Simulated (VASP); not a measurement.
# NiI2 with PBEsol + U: from relaxation to properties

What structure and properties does PBEsol + U give NiI2, and how near are they to the measured ones? The steps: magnetic order: ferromagnetic, magnetic order: antiferromagnetic, q = (0, 0, 1/2), magnetic order: antiferromagnetic, q = (1/2, 1/2, 1/2), magnetic order: antiferromagnetic, q = (1/2, 1/2, 0), the orders side by side, full relaxation (PBEsol + U), single point with fields (PBEsol + U), band structure (PBEsol + U), density of states (PBEsol + U), optical spectrum (PBEsol + U) and band structure (PBEsol + U + SOC). The start is a cell from a database of measured crystal structures.

Calculated with VASP 6.6.1; PBEsol, DFT+U (Ni d 4 eV), spin-polarised from a ferromagnetic start (one magnetic atom a cell); plane waves and PAW (Ni, I), in the first sound run; inputs show where later runs differ.

**What experiment says.**

“Effects of Pressure on the Electronic and Magnetic Properties of Bulk NiI2” (2023, arxiv:2306.04729) quotes from earlier work for NiI2, rhombohedral R-3m layered (bulk, earlier experiment, 300 K): lattice constant a (in-plane a, hexagonal setting) 3.922 Å [literature value at room temperature]; lattice constant c (out-of-plane c, hexagonal setting) 19.808 Å [literature value at room temperature].

The database entry behind the starting cell differs from later determinations by our own check (an axis about 0.9 % short against later determinations), so it need not match the best structure at ambient conditions.

**1. Starting point**

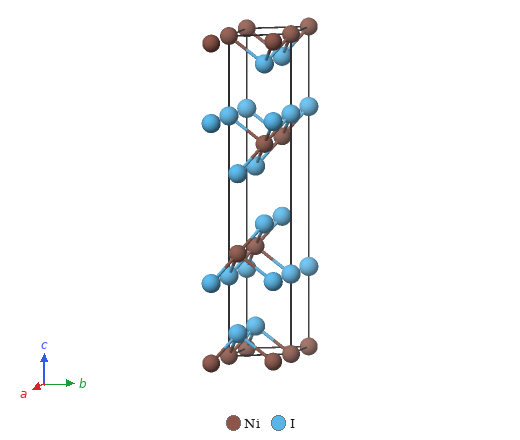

The cell as given, slightly off an axis (nickel brown, iodine blue). 2×1×1 cells are drawn. This picture shows the conventional cell, with its axes. Bonds to atoms that aren't drawn are left out. Some periodic images of atoms are drawn too.

Coordinates:

```xyz
3
Lattice="-1.9460 3.3706 0.0000 1.9460 3.3706 0.0000 -1.9460 -1.1235 -6.5447" Properties=species:S:1:pos:R:3 pbc="T T T"
Ni    0.0000    0.0000    0.0000
I     0.0000    2.2470   -1.6362
I    -1.9460    3.3706   -4.9085
```

**2. Magnetic order: ferromagnetic**

The properties of a magnet depend on its order, so a few collinear patterns are compared first on the cell as listed, beginning with all moments parallel. PBEsol restores the gradient expansion of exchange and is tuned for the cells of solids. A Hubbard U penalises fractional filling of the localised shell, which semilocal functionals favour.

File INCAR:

```
SYSTEM = NiI2
PREC = Accurate
ENCUT = 400
EDIFF = 1E-06
NELM = 100
ISMEAR = 0
SIGMA = 0.05
LREAL = .FALSE.
ALGO = Normal
GGA = PS
NBANDS = 20
ISPIN = 2
MAGMOM = 1 0 0
LDAU = .TRUE.
LDAUTYPE = 2
LDAUL = 2 -1
LDAUU = 4 0
LDAUJ = 0 0
LDAUPRINT = 1
LASPH = .TRUE.
LMAXMIX = 4
LORBIT = 11
LWAVE = .FALSE.
LCHARG = .FALSE.
KPAR = 8
ISIF = 2
```

File POSCAR:

```
NiI2
1.0
   -1.9460000000      3.3705708715      0.0000000000
    1.9460000000      3.3705708715      0.0000000000
   -1.9460000000     -1.1235236238     -6.5446666667
Ni I
1 2
Direct
    0.0000000000      0.0000000000      0.0000000000
    0.2500000000      0.5000000000      0.2500000000
    0.7500000000      0.5000000000      0.7500000000
```

File KPOINTS:

```
Automatic mesh
0
Gamma
7 7 7
0 0 0
```

The projector-augmented-wave data sets are Ni and I (PBE family, release 64).

Run with:

```bash
> mpirun -np 8 vasp_std
```

Output:

```text
[banner, memory and clock lines left out]
running    8 mpi-ranks, on    1 nodes
 distrk:  each k-point on    1 cores,    8 groups
 distr:  one band on    1 cores,    1 groups

 POSCAR found type information on POSCAR NiI
 POSCAR found :  2 types and       3 ions
|                                                                             |
|           W    W    AA    RRRRR   N    N  II  N    N   GGGG   !!!           |
|           W    W   A  A   R    R  NN   N  II  NN   N  G    G  !!!           |
|           W    W  A    A  R    R  N N  N  II  N N  N  G       !!!           |
|           W WW W  AAAAAA  RRRRR   N  N N  II  N  N N  G  GGG   !            |
|           WW  WW  A    A  R   R   N   NN  II  N   NN  G    G                |
|           W    W  A    A  R    R  N    N  II  N    N   GGGG   !!!           |
|                                                                             |
|     For optimal performance we recommend to set                             |
|       NCORE = 2 up to number-of-cores-per-socket                            |
|     NCORE specifies how many cores store one orbital (NPAR=cpu/NCORE).      |
|     This setting can greatly improve the performance of VASP for DFT.       |
|     The default, NCORE=1 might be grossly inefficient on modern             |
|     multi-core architectures or massively parallel machines. Do your        |
|     Unfortunately you need to use the default for GW and RPA                |
|     calculations (for HF NCORE is supported but not extensively tested      |
|     yet).                                                                   |
|                                                                             |

|                                                                             |
|               ----> ADVICE to this user running VASP <----                  |
|                                                                             |
|     You enforced a specific xc type in the INCAR file but a different       |
|     [... a line on the potential file left out ...]
|     I HOPE YOU KNOW WHAT YOU ARE DOING!                                     |
|                                                                             |

 LDA part: xc-table for (Slater+PW92), standard interpolation
 POSCAR, INCAR and KPOINTS ok, starting setup
 FFT: planning ... GRIDC
 FFT: planning ... GRID_SOFT
 FFT: planning ... GRID
 WAVECAR not read
 entering main loop
       N       E                     dE             d eps       ncg     rms          rms(c)
DAV:   1     0.129661794846E+03    0.12966E+03   -0.81427E+03  3520   0.852E+02
DAV:   2     0.323381637445E+01   -0.12643E+03   -0.12074E+03  3804   0.204E+02
DAV:   3    -0.719603837925E+01   -0.10430E+02   -0.10255E+02  4304   0.685E+01
DAV:   4    -0.745364325893E+01   -0.25760E+00   -0.25738E+00  4776   0.108E+01
DAV:   5    -0.745698283109E+01   -0.33396E-02   -0.33394E-02  4340   0.117E+00    0.105E+01
DAV:   6    -0.792038966738E+01   -0.46341E+00   -0.96094E+00  4040   0.597E+01    0.888E+00
DAV:   7    -0.805084302369E+01   -0.13045E+00   -0.12358E+00  4484   0.226E+01    0.405E+00
DAV:   8    -0.816330962242E+01   -0.11247E+00   -0.23953E-01  4788   0.317E+00    0.257E+00
DAV:   9    -0.817917526995E+01   -0.15866E-01   -0.10009E-01  4272   0.895E+00    0.792E-01
DAV:  10    -0.818651434405E+01   -0.73391E-02   -0.34703E-02  4164   0.150E+00    0.349E-01
DAV:  11    -0.818606246456E+01    0.45188E-03   -0.78437E-03  4140   0.150E+00    0.141E-01
DAV:  12    -0.818620762185E+01   -0.14516E-03   -0.72893E-04  4344   0.320E-01    0.620E-02
DAV:  13    -0.818625802985E+01   -0.50408E-04   -0.93012E-05  5168   0.175E-01    0.333E-02
DAV:  14    -0.818626934704E+01   -0.11317E-04   -0.35040E-05  5192   0.518E-02    0.172E-02
DAV:  15    -0.818627486481E+01   -0.55178E-05   -0.10458E-05  4684   0.484E-02    0.529E-03
DAV:  16    -0.818627555338E+01   -0.68857E-06   -0.55206E-06  3160   0.237E-02
   1 F= -.81862756E+01 E0= -.81862756E+01  d E =-.545882E-11  mag=     2.0000
```

Run time: 21 s. Hardware: 8 MPI ranks of Intel Xeon 6975P-C (Granite Rapids), shared host; peak memory 2.2 GiB; 2.2 min of CPU time.

Lines that name or quote the potential files are left out of all logs, and their timing lines are given in words.

Parts of OUTCAR (step 2):

```text
ion  position               nearest neighbor table
   1  0.000  0.000  0.000-   2 2.78   3 2.78   2 2.78   3 2.78   3 2.78   2 2.78
   2  0.250  0.500  0.250-   1 2.78   1 2.78   1 2.78
   3  0.750  0.500  0.750-   1 2.78   1 2.78   1 2.78

  LATTYP: Found a trigonal (rhomboedric) cell.
 ALAT       =     6.9196736275
 COS(alpha) =     0.8418225954

 Subroutine GETGRP returns: Found 12 space group operations
 (whereof 12 operations were pure point group operations)

The static configuration has the point symmetry D_3d.

 Found     44 irreducible k-points:

   k-points           NKPTS =     44   k-points in BZ     NKDIM =     44   number of bands    NBANDS=     20

   dimension x,y,z NGX =    28 NGY =   28 NGZ =   48
   dimension x,y,z NGXF=    56 NGYF=   56 NGZF=   96

   ENCUT  =  400.0 eV  29.40 Ry    5.42 a.u.   6.35  6.35 11.28*2*pi/ulx,y,z

   NELECT =      24.0000    total number of electrons

 k-points in reciprocal lattice and weights: Automatic mesh
   0.00000000  0.00000000  0.00000000       0.003
   0.14285714  0.00000000  0.00000000       0.017
   0.28571429  0.00000000  0.00000000       0.017
   0.42857143 -0.00000000  0.00000000       0.017
   0.00000000  0.14285714 -0.00000000       0.017
   0.28571429  0.14285714 -0.00000000       0.017
   0.42857143  0.14285714  0.00000000       0.035
  -0.42857143  0.14285714 -0.00000000       0.035
  -0.28571429  0.14285714 -0.00000000       0.035
[...]
0.00000000  0.00000000  0.42857143       0.006
  -0.14285714  0.00000000  0.42857143       0.017

atom =   1  type =  1  l = 2

 onsite density matrix

spin component  1

  0.9669 -0.0000  0.0000  0.0124  0.0000
 -0.0000  0.9776 -0.0000  0.0000  0.0124
  0.0000 -0.0000  0.9591 -0.0000 -0.0000
  0.0124  0.0000 -0.0000  0.9776 -0.0000
  0.0000  0.0124 -0.0000 -0.0000  0.9669

spin component  2

  0.7429 -0.0000 -0.0000 -0.3128 -0.0000
 -0.0000  0.4849 -0.0000 -0.0000 -0.3128
 -0.0000 -0.0000  0.9526 -0.0000 -0.0000
 -0.3128 -0.0000 -0.0000  0.4849 -0.0000
 -0.0000 -0.3128 -0.0000 -0.0000  0.7429

 occupancies and eigenvectors

  o =  0.2755  v =  0.0000  0.0000  0.0000  0.0000  0.0000  0.0000  0.8311  0.0000 -0.0000  0.5562      0.0000  0.0000  0.0000  0.0000  0.0000  0.0000  0.0000  0.0000  0.0000  0.0000
  o =  0.2755  v =  0.0000  0.0000  0.0000  0.0000  0.0000  0.5562  0.0000  0.0000  0.8311  0.0000      0.0000  0.0000  0.0000  0.0000  0.0000  0.0000  0.0000  0.0000  0.0000  0.0000
  o =  0.9523  v =  0.0000  0.0000  0.0000  0.0000  0.0000  0.0000  0.5562 -0.0000  0.0000 -0.8311      0.0000  0.0000  0.0000  0.0000  0.0000  0.0000  0.0000  0.0000  0.0000  0.0000
  o =  0.9523  v =  0.0000  0.0000  0.0000  0.0000  0.0000 -0.8311  0.0000  0.0000  0.5562  0.0000      0.0000  0.0000  0.0000  0.0000  0.0000  0.0000  0.0000  0.0000  0.0000  0.0000
  o =  0.9526  v =  0.0000  0.0000  0.0000  0.0000  0.0000  0.0000  0.0000  1.0000 -0.0000 -0.0000      0.0000  0.0000  0.0000  0.0000  0.0000  0.0000  0.0000  0.0000  0.0000  0.0000
  o =  0.9588  v =  0.0000  0.5495 -0.0000  0.0000 -0.8355  0.0000  0.0000  0.0000  0.0000  0.0000      0.0000  0.0000  0.0000  0.0000  0.0000  0.0000  0.0000  0.0000  0.0000  0.0000
  o =  0.9588  v = -0.8355  0.0000  0.0000  0.5495  0.0000  0.0000  0.0000  0.0000  0.0000  0.0000      0.0000  0.0000  0.0000  0.0000  0.0000  0.0000  0.0000  0.0000  0.0000  0.0000
  o =  0.9591  v =  0.0000 -0.0000 -1.0000  0.0000  0.0000  0.0000  0.0000  0.0000  0.0000  0.0000      0.0000  0.0000  0.0000  0.0000  0.0000  0.0000  0.0000  0.0000  0.0000  0.0000
  o =  0.9857  v =  0.0000  0.8355 -0.0000 -0.0000  0.5495  0.0000  0.0000  0.0000  0.0000  0.0000      0.0000  0.0000  0.0000  0.0000  0.0000  0.0000  0.0000  0.0000  0.0000  0.0000
  o =  0.9857  v =  0.5495  0.0000  0.0000  0.8355  0.0000  0.0000  0.0000  0.0000  0.0000  0.0000      0.0000  0.0000  0.0000  0.0000  0.0000  0.0000  0.0000  0.0000  0.0000  0.0000

 average (electrostatic) potential at core
       1 -86.6772       2 -90.7158       3 -90.7158

 E-fermi :   4.8875

 spin component 1
 k-point     1 :       0.0000    0.0000    0.0000
  band No.  band energies     occupation
    ...
      9       4.1847      1.00000
     10       4.3584      1.00000
     11       4.3584      1.00000
     12       4.4944      1.00000
     13       4.4944      1.00000
     14       8.2661      0.00000
     15       9.3144      0.00000
     16      11.1968      0.00000
     17      11.1968      0.00000
     18      12.7854      0.00000
    ...

 k-point     2 :       0.1429    0.0000    0.0000
  band No.  band energies     occupation
    ...
      9       3.2130      1.00000
     10       3.5755      1.00000
     11       4.0331      1.00000
     12       4.2209      1.00000
     13       4.3962      1.00000
     14       9.0594      0.00000
     15       9.9828      0.00000
     16      10.8530      0.00000
     17      11.7114      0.00000
     18      12.1971      0.00000
    ...

 k-point     3 :       0.2857    0.0000    0.0000
  band No.  band energies     occupation
    ...
      9       1.7784      1.00000
     10       2.2206      1.00000
     11       3.4502      1.00000
     12       3.9408      1.00000
     13       4.1400      1.00000
     14       8.6110      0.00000
     15      10.2433      0.00000
     16      11.2756      0.00000
     17      11.9020      0.00000
     18      12.4646      0.00000
    ...

 k-point     4 :       0.4286   -0.0000    0.0000
  band No.  band energies     occupation
    ...
      9       1.1664      1.00000
     10       2.0110      1.00000
     11       3.0315      1.00000
     12       3.3053      1.00000
     13       3.9543      1.00000
     14       8.0839      0.00000
     15       9.5645      0.00000
     16      11.1410      0.00000
     17      11.7333      0.00000
     18      12.5913      0.00000
    ...

 k-point     5 :       0.0000    0.1429   -0.0000
  band No.  band energies     occupation
    ...
      9       3.1627      1.00000
     10       3.4964      1.00000
     11       3.9394      1.00000
     12       4.3069      1.00000
     13       4.5069      1.00000
     14       9.0504      0.00000
     15       9.8919      0.00000
     16      10.8192      0.00000
     17      11.7734      0.00000
     18      12.5089      0.00000
    ...

 k-point     6 :       0.2857    0.1429   -0.0000
  band No.  band energies     occupation
    ...
      9       2.3009      1.00000
     10       2.3770      1.00000
     11       3.5769      1.00000
     12       3.6304      1.00000
     13       4.5267      1.00000
     14       9.2476      0.00000
     15      10.5906      0.00000
     16      11.0276      0.00000
     17      11.8830      0.00000
     18      12.3348      0.00000
    ...

  Total       -0.7970306     -0.7970306     -1.8756229      0.0000000      0.0000000      0.0000000
  in kB      -14.8737932    -14.8737932    -35.0019529      0.0000000      0.0000000      0.0000000
  external PRESSURE =     -21.5831797 kB  Pullay stress =       0.0000000 kB

  energy-cutoff  :      400.00
  volume of cell :       85.85
      direct lattice vectors                 reciprocal lattice vectors
    -1.946000000  3.370570872  0.000000000    -0.256937307  0.148342824  0.050932057
     1.946000000  3.370570872  0.000000000     0.256937307  0.148342824 -0.101864113
    -1.946000000 -1.123523624 -6.544666667     0.000000000  0.000000000 -0.152796170

 POSITION                                       TOTAL-FORCE (eV/Angst)
 -----------------------------------------------------------------------------------
      0.00000      0.00000      0.00000         0.000000     -0.000000      0.000000
      0.00000      2.24705     -1.63617        -0.000000     -0.000000      0.816822
     -1.94600      3.37057     -4.90850        -0.000000      0.000000     -0.816822
 -----------------------------------------------------------------------------------
    total drift:                                0.000000     -0.000000      0.000000

  FREE ENERGIE OF THE ION-ELECTRON SYSTEM (eV)
  ---------------------------------------------------
  free  energy   TOTEN  =        -8.1862755534 eV

  energy  without entropy=       -8.1862755534  energy(sigma->0) =       -8.18627555

 total charge
# of ion       s       p       d       tot
------------------------------------------
    1        0.333   0.303   8.236   8.872
    2        1.513   2.738   0.024   4.276
    3        1.513   2.738   0.024   4.276
--------------------------------------------------
tot          3.359   5.780   8.285  17.424

 magnetization (x)
# of ion       s       p       d       tot
------------------------------------------
    1        0.003   0.001   1.440   1.444
    2        0.010   0.176   0.001   0.187
    3        0.010   0.176   0.001   0.187
--------------------------------------------------
tot          0.023   0.354   1.442   1.819

[... 6 further parts left out ...]
```

The gap is read on the k-mesh alone, so it is an upper bound where the band edges lie off the mesh. Direct gaps are counted within one spin. The valence top and the conduction bottom belong to opposite spins. The PAW data sets were made with PBE, which is usual practice but a small mismatch for other functionals. At this level the cell is under a tension of 2.2 GPa, so at these settings it is away from equilibrium.

This step gave:

```
SCF cycles                                        : 16
electrons                                         : 24
bands                                             : 20
irreducible k-points                              : 44
symmetry operations                               : 12
free energy (TOTEN)                               : -8.186 eV
Fermi energy                                      : 4.888 eV
pressure                                          : -2.158 GPa
moment of the cell, from the last line of the log : 2 μB
metallic                                          : no
valence top at k                                  : 0, 0, 0.4286
conduction bottom at k                            : -0.4286, 0.2857, 0
least direct gap on the k-mesh, within one spin   : 1.447 eV
gap on the k-mesh                                 : 0.7228 eV
```

Spin moment in the PAW sphere by atom:

```
atom  spin moment in the PAW sphere (μB)
 Ni1                                1.44
  I2                                0.19
  I3                                0.19
```

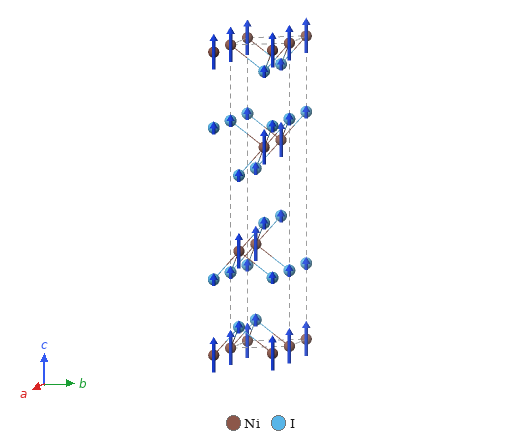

Spin moment in the PAW sphere as arrows, the longest 1.44 μB. Up and down stand for the sign. Arrows give size and sign along the axis of quantisation, drawn up and down the page. Each arrow also spans its atom, so small moments look longer than they are. Bonds to atoms that aren't drawn are left out. 2×1×1 conventional cells are drawn. Some periodic images of atoms are drawn too.

Force by atom:

```
atom  x (eV/Å)  y (eV/Å)  z (eV/Å)   size
 Ni1     0.000     0.000     0.000  0.000
  I2     0.000     0.000     0.817  0.817
  I3     0.000     0.000    -0.817  0.817
```

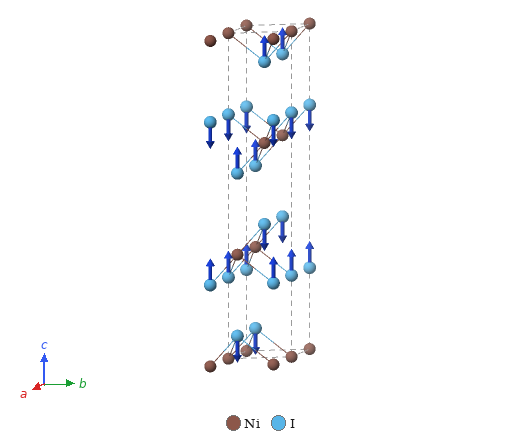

Force as arrows, the longest 0.817 eV/Å. Bonds to atoms that aren't drawn are left out. 2×1×1 conventional cells are drawn. Some periodic images of atoms are drawn too.

The run ends ferromagnetic with a largest moment of 1.44 μB, and the mesh shows a gap of 0.72 eV.

(Continued in part 2 of 10.)

[Lines on the potential files, build, host, timing and source positions are cut from VASP's logs without a mark.]

[Logs are printed without paths, hosts, clocks, repeated set-up lines and the standing remarks that a program may print on its own settings, such as how far it seeks lower states.]

[Hosts, paths, dates, database ids (printed as entryN), source tags and the programs' standing remarks are cut or masked in the printed files.]

[A measured line is paired with the nearest computed mode of its activity, which favours agreement.]

[In band tables of VASP the shares of atoms and orbitals are scaled to a sum of 1 inside the atoms' spheres.]
